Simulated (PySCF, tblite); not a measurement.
**C₆H₆P₂: geometry, infrared bands and NMR shifts**

Wanted: the infrared bands and NMR shifts of C₆H₆P₂ (`[H]/P=P\c1ccccc1`), by calculation.

Computed with tblite 0.8.0 and PySCF 2.14.0, with density-fitted response routines of our own, on a single molecule in the gas phase. Atoms count from 0, in the outputs and in this text.

## 1. The starting structure

14 atoms, charge 0, multiplicity 1; geometry from: force field or distance geometry start.

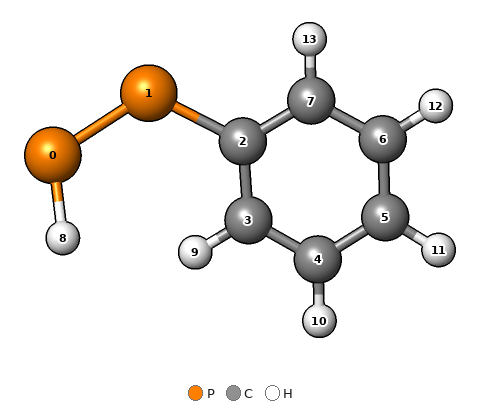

The starting geometry (phosphorus orange, carbon grey, hydrogen white), atoms numbered.

## 2. Relaxing the molecule with GFN2-xTB

Job settings and geometry (Å):

```
{"job": {"kind": "relax", "xc": "GFN2-xTB", "basis": "xTB"}, "charge": 0, "multiplicity": 1}
P      3.762500    -0.870800    -0.323900
P      2.000100    -1.737700     0.094300
C      0.482300    -0.729500     0.100800
C      0.397500     0.434000    -0.665200
C     -0.721700     1.231100    -0.697800
C     -1.822900     0.829700     0.060200
C     -1.788700    -0.312200     0.829500
C     -0.630400    -1.103300     0.861500
H      3.747200     0.550800    -0.623900
H      1.265200     0.731800    -1.253100
H     -0.743900     2.127000    -1.310300
H     -2.683500     1.479000     0.006200
H     -2.651400    -0.625300     1.441100
H     -0.613000    -2.005000     1.458500
```

The run is started by

```
OMP_NUM_THREADS=1 python probes_run.py task.json out
```

This one command runs all jobs of the session in turn.

**Question.** This job is followed by: GFN2-xTB harmonic vibrations, gas phase; GIAO PBE0/pcSseg-1 NMR shielding, non-relativistic, gas phase. Predict these results of the whole session: strongest single infrared mode (GFN2-xTB); zero-point energy (GFN2-xTB); ¹³C shifts against TMS (PBE0/pcSseg-1, means over atoms taken as alike); ¹H shifts against TMS (PBE0/pcSseg-1, means over atoms taken as alike); ³¹P shifts against H3PO4 (PBE0/pcSseg-1).

**Answer**, as computed:

| quantity | value |
| --- | --- |
| strongest single infrared mode (GFN2-xTB) | 2181 cm⁻¹, 184 km/mol |
| zero-point energy (GFN2-xTB) | 61.2 kcal/mol |
| ¹³C shifts against TMS (PBE0/pcSseg-1, means over atoms taken as alike) | 167.2, 135.2, 133.7, 133.7 ppm |
| ¹H shifts against TMS (PBE0/pcSseg-1, means over atoms taken as alike) | 10.40, 7.74, 7.71, 7.66 ppm |
| ³¹P shifts against H3PO4 (PBE0/pcSseg-1) | 652.5, 549.4 ppm |

What this shows: The optimisation took 75 steps and gained 0.345 eV; among the close pairs (by a distance rule), P0–H8 changed most, from 1.453 to 1.404 Å. No mode is imaginary among the 36: a minimum at this level. The strongest single mode, at 2181 cm⁻¹, moves mainly H8. Unscaled tight-binding wavenumbers are off by several per cent, some by more. Its intensities can rank the bands wrongly. At PBE0/pcSseg-1: The largest span, 1618 ppm, is at P1, where the paramagnetic term is -1300 ppm. NICS(1)zz of -28 ppm above the planar ring from C2 marks a diatropic (aromatic) ring current.
